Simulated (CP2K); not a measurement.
# U-revPBE-D3(BJ)/TZV2P-MOLOPT-PBE-GTH (core potential) run of AlNH3 (SMILES [NH2][AlH])

What is the vertical ionisation energy of AlNH3 at U-revPBE-D3(BJ)/TZV2P-MOLOPT-PBE-GTH (core potential)? 

The results are computed with CP2K 2026.2.

1 further run of the same task is left out (set aside as unsound or not needed).

**1. The structure to begin with**

AlNH3 has 5 atoms, charge 0, and is taken as a doublet. As SMILES, `[NH2][AlH]`. The shape is that of a PBE0-D4/def2-TZVP optimisation. This is one conformer, not always the lowest.

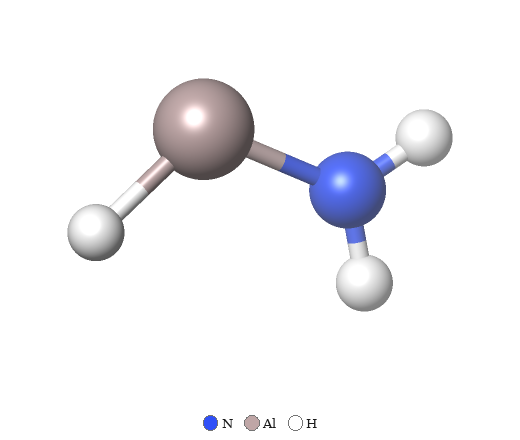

The structure, seen from a chosen angle (nitrogen blue, aluminium light grey, hydrogen white).

**2. The energy at U-revPBE-D3(BJ)/TZV2P-MOLOPT-PBE-GTH (core potential)**

Contents of molecule.inp:

```
&FORCE_EVAL
  METHOD QUICKSTEP
  &DFT
    BASIS_SET_FILE_NAME BASIS_MOLOPT_UZH
    POTENTIAL_FILE_NAME POTENTIAL_UZH
    MULTIPLICITY 2
    UKS T
    &QS
      METHOD GPW
      EPS_DEFAULT 1.0E-10
    &END QS
    &MGRID
      CUTOFF 400
      REL_CUTOFF 50
      NGRIDS 4
    &END MGRID
    # no periodic images
    &POISSON
      PERIODIC NONE
      POISSON_SOLVER MULTIPOLE
    &END POISSON
    &SCF
      SCF_GUESS ATOMIC
      EPS_SCF 1.0E-05
      MAX_SCF 40
      &OT
        MINIMIZER DIIS
        PRECONDITIONER FULL_ALL
      &END OT
      &OUTER_SCF
        EPS_SCF 1.0E-05
        MAX_SCF 2
      &END OUTER_SCF
    &END SCF
    # functional
    &XC
      &XC_FUNCTIONAL
        &PBE
          PARAMETRIZATION REVPBE
        &END PBE
      &END XC_FUNCTIONAL
      &VDW_POTENTIAL
        POTENTIAL_TYPE PAIR_POTENTIAL
        &PAIR_POTENTIAL
          TYPE DFTD3(BJ)
          PARAMETER_FILE_NAME dftd3.dat
          REFERENCE_FUNCTIONAL revPBE
          R_CUTOFF 15
        &END PAIR_POTENTIAL
      &END VDW_POTENTIAL
    &END XC
    &PRINT
      &MOMENTS
        PERIODIC F
        REFERENCE COM
        MAX_MOMENT 1
      &END MOMENTS
      &MO_CUBES
        NLUMO 2
        NHOMO -1
        WRITE_CUBE F
      &END MO_CUBES
      &HIRSHFELD OFF
      &END HIRSHFELD
    &END PRINT
  &END DFT
  # atoms, cell and kinds
  &SUBSYS
    # vacuum box
    &CELL
      ABC 8.8 10.5 8.4
      PERIODIC NONE
    &END CELL
    &COORD
      UNIT bohr
      N     -0.2203421    -1.2487310     0.3308910
      Al     1.5809449     1.5758426     0.2282789
      H      0.2806243    -2.8446047     1.2387155
      H     -1.9091903    -1.4792776    -0.5242100
      H      0.3624495     3.8576869    -1.3519101
    &END COORD
    &TOPOLOGY
      &CENTER_COORDINATES
      &END CENTER_COORDINATES
    &END TOPOLOGY
    &KIND N
      BASIS_SET TZV2P-MOLOPT-PBE-GTH-q5
      POTENTIAL GTH-PBE-q5
    &END KIND
    &KIND Al
      BASIS_SET TZV2P-MOLOPT-PBE-GTH-q3
      POTENTIAL GTH-PBE-q3
    &END KIND
    &KIND H
      BASIS_SET TZV2P-MOLOPT-PBE-GTH-q1
      POTENTIAL GTH-PBE-q1
    &END KIND
  &END SUBSYS
&END FORCE_EVAL

&GLOBAL
  PROJECT molecule
  RUN_TYPE ENERGY
  PRINT_LEVEL MEDIUM
&END GLOBAL
```

Command:

```console
$ OMP_NUM_THREADS=1 cp2k.psmp -i molecule.inp > molecule.out 2>&1
```

What it wrote:

```text
CP2K| version string:                                       CP2K version 2026.2
[...]
 GLOBAL| Method name                                                        CP2K
[...]
 GLOBAL| Run type                                                         ENERGY
[...]
 DFT| Spin unrestricted (spin-polarized) Kohn-Sham calculation               UKS
 DFT| Multiplicity                                                             2
[...]
 DFT| Charge                                                                   0
[...]
 FUNCTIONAL| PBE:
[...]
 QS| Method:                                                                 GPW
[...]
 QS| Density cutoff [a.u.]:                                                200.0
[...]
 QS| Relative density cutoff [a.u.]:                                        25.0
[...]
                             - Atoms:                                          5
[...]
                             - Spherical basis functions:                    100
[...]
 Number of electrons:                                                          6
[...]
     1 OT DIIS     0.15E+00    4.8     0.05858039       -13.1491709692 -1.31E+01
[...]
    13 OT DIIS     0.15E+00    5.8     0.00000436       -13.7764109913 -3.09E-08
  *** SCF run converged in    13 steps ***
[...]
  Overlap energy of the core charge distribution:               0.00000022383003
  Self energy of the core charge distribution:                -34.70819468285161
  Core Hamiltonian energy:                                     10.02095689574545
  Hartree energy:                                              15.30100019054971
  Exchange-correlation energy:                                 -4.38438430489545
  Dispersion energy:                                           -0.00578931372348
  Total energy:                                               -13.77641099134535
[...]
                     Mulliken Population Analysis
 #  Atom  Element  Kind  Atomic population (alpha,beta) Net charge  Spin moment
       1     N        1         2.645883     2.680424    -0.326308    -0.034541
       2     Al       2         1.797560     0.888180     0.314260     0.909380
       3     H        3         0.459952     0.473454     0.066594    -0.013502
       4     H        3         0.481201     0.459480     0.059319     0.021721
       5     H        3         0.615404     0.498462    -0.113866     0.116942
 # Total charge and spin        6.000000     5.000000    -0.000000     1.000000
[...]
  Dipole moment [Debye]
    X= -0.3091057E+00 Y= -0.1077149E+01 Z=  0.2622823E+00  Total=      1.1509075
[...]
 WARNING : did not converge in ot_eigensolver
 number of iterations          299  exceeded maximum
 current gradient / target gradient   2.3709252336769648E-004  /    1.0000000000000001E-005
[...]
 WARNING : did not converge in ot_eigensolver
 number of iterations          299  exceeded maximum
 current gradient / target gradient   4.1159518290491556E-005  /    1.0000000000000001E-005
[...]
 HOMO - LUMO gap [eV] :    3.651893
 ENERGY| Total FORCE_EVAL ( QS ) energy [hartree]            -13.776410991345351
[...]
```

It took 72 s on 1 thread of Intel Xeon at 2.50GHz (Skylake/Cascade Lake), shared host; peak memory 0.87 GiB.

**3. The singlet cation at the same level**

Contents of molecule.xyz:

```xyz
5

N     -0.116600    -0.660800     0.175100
Al     0.836600     0.833900     0.120800
H      0.148500    -1.505300     0.655500
H     -1.010300    -0.782800    -0.277400
H      0.191800     2.041400    -0.715400
```

Contents of gas.inp:

```
&GLOBAL
 PROJECT gas
 RUN_TYPE ENERGY
 PRINT_LEVEL MEDIUM
&END GLOBAL

&FORCE_EVAL
 METHOD Quickstep
 &DFT
  BASIS_SET_FILE_NAME BASIS_MOLOPT_UZH
  POTENTIAL_FILE_NAME POTENTIAL_UZH
  CHARGE 1
  &QS
   METHOD GPW
   EPS_DEFAULT 1.0E-10
  &END QS
  &MGRID
   CUTOFF 400
   REL_CUTOFF 50
   NGRIDS 4
  &END MGRID
  &POISSON
   PERIODIC NONE
   POISSON_SOLVER MULTIPOLE
  &END POISSON
  &SCF
   SCF_GUESS ATOMIC
   EPS_SCF 1.0E-06
   MAX_SCF 30
   &OT
    MINIMIZER DIIS
    PRECONDITIONER FULL_SINGLE_INVERSE
   &END OT
   &OUTER_SCF
    EPS_SCF 1.0E-06
    MAX_SCF 10
   &END OUTER_SCF
  &END SCF
  &XC
   &XC_FUNCTIONAL
    &PBE
     PARAMETRIZATION REVPBE
    &END PBE
   &END XC_FUNCTIONAL
   &VDW_POTENTIAL
    POTENTIAL_TYPE PAIR_POTENTIAL
    &PAIR_POTENTIAL
     TYPE DFTD3(BJ)
     PARAMETER_FILE_NAME dftd3.dat
     REFERENCE_FUNCTIONAL revPBE
     R_CUTOFF 15
    &END PAIR_POTENTIAL
   &END VDW_POTENTIAL
  &END XC
  &PRINT
   &MOMENTS
    PERIODIC F
    REFERENCE COM
    MAX_MOMENT 1
   &END MOMENTS
   &MO_CUBES
    NLUMO 3
    NHOMO -1
    WRITE_CUBE F
   &END MO_CUBES
   &HIRSHFELD OFF
   &END HIRSHFELD
  &END PRINT
 &END DFT
 &SUBSYS
  &CELL
   ABC 8.8 10.5 8.4
   PERIODIC NONE
  &END CELL
  &TOPOLOGY
   COORD_FILE_NAME molecule.xyz
   COORD_FILE_FORMAT XYZ
   &CENTER_COORDINATES
   &END CENTER_COORDINATES
  &END TOPOLOGY
  &KIND N
   BASIS_SET TZV2P-MOLOPT-PBE-GTH-q5
   POTENTIAL GTH-PBE-q5
  &END KIND
  &KIND Al
   BASIS_SET TZV2P-MOLOPT-PBE-GTH-q3
   POTENTIAL GTH-PBE-q3
  &END KIND
  &KIND H
   BASIS_SET TZV2P-MOLOPT-PBE-GTH-q1
   POTENTIAL GTH-PBE-q1
  &END KIND
 &END SUBSYS
&END FORCE_EVAL
```

Command:

```console
$ OMP_NUM_THREADS=1 cp2k.psmp gas.inp > gas.out
```

What it wrote:

```text
CP2K| version string:                                       CP2K version 2026.2
[...]
 GLOBAL| Method name                                                        CP2K
[...]
 GLOBAL| Run type                                                         ENERGY
[...]
 DFT| Spin restricted Kohn-Sham (RKS) calculation                            RKS
 DFT| Multiplicity                                                             1
[...]
 DFT| Charge                                                                   1
[...]
 FUNCTIONAL| PBE:
[...]
 QS| Method:                                                                 GPW
[...]
 QS| Density cutoff [a.u.]:                                                200.0
[...]
 QS| Relative density cutoff [a.u.]:                                        25.0
[...]
                             - Atoms:                                          5
[...]
                             - Spherical basis functions:                    100
[...]
 Number of electrons:                                                         10
[...]
     1 OT DIIS     0.80E-01    2.0     0.15232526       -12.8044647925 -1.28E+01
[...]
    22 OT DIIS     0.80E-01    2.4     0.00000097       -13.4890990052 -2.06E-10
  *** SCF run converged in    22 steps ***
[...]
  Overlap energy of the core charge distribution:               0.00000022382993
  Self energy of the core charge distribution:                -34.70819468285161
  Core Hamiltonian energy:                                      9.72337231920293
  Hartree energy:                                              15.62514120172134
  Exchange-correlation energy:                                 -4.12362875335736
  Dispersion energy:                                           -0.00578931370592
  Total energy:                                               -13.48909900516068
[...]
                     Mulliken Population Analysis
 #  Atom  Element  Kind  Atomic population                           Net charge
       1     N        1          5.307772                             -0.307772
       2     Al       2          1.961036                              1.038964
       3     H        3          0.886230                              0.113770
       4     H        3          0.871006                              0.128994
       5     H        3          0.973956                              0.026044
 # Total charge                             10.000000                  1.000000
[...]
  Dipole moment [Debye]
    X=  0.2342506E+01 Y=  0.1222903E+01 Z=  0.8256157E+00  Total=      2.7684773
[...]
 HOMO - LUMO gap [eV] :    1.407105
 ENERGY| Total FORCE_EVAL ( QS ) energy [hartree]            -13.489099005160677
[...]
```

It took 63 s on 1 thread of Intel Xeon at 2.50GHz (Skylake/Cascade Lake), shared host; peak memory 0.7 GiB.

**4. Summary of results**

At U-revPBE-D3(BJ)/TZV2P-MOLOPT-PBE-GTH (core potential):

```
                                          quantity          value
                       doublet AlNH3: total energy   -13.77641 Eh
                      doublet AlNH3: dipole moment         1.15 D
 doublet AlNH3: HOMO energy (highest over α and β)       -4.53 eV
  doublet AlNH3: LUMO energy (lowest over α and β)       -2.42 eV
                  doublet AlNH3: dispersion energy  -15.20 kJ/mol
                               doublet AlNH3: ⟨S²⟩          0.754
                      singlet cation: total energy   -13.48910 Eh
                       singlet cation: HOMO energy      -12.10 eV
                       singlet cation: LUMO energy      -10.70 eV
                     singlet cation: HOMO–LUMO gap        1.41 eV
                 singlet cation: dispersion energy  -15.20 kJ/mol
vertical ionisation energy (to the singlet cation)       7.818 eV
```

**Reading.** The vertical ionisation energy comes to 7.82 eV (180 kcal/mol). Only the singlet of the ionised species was computed; a triplet could lie lower.
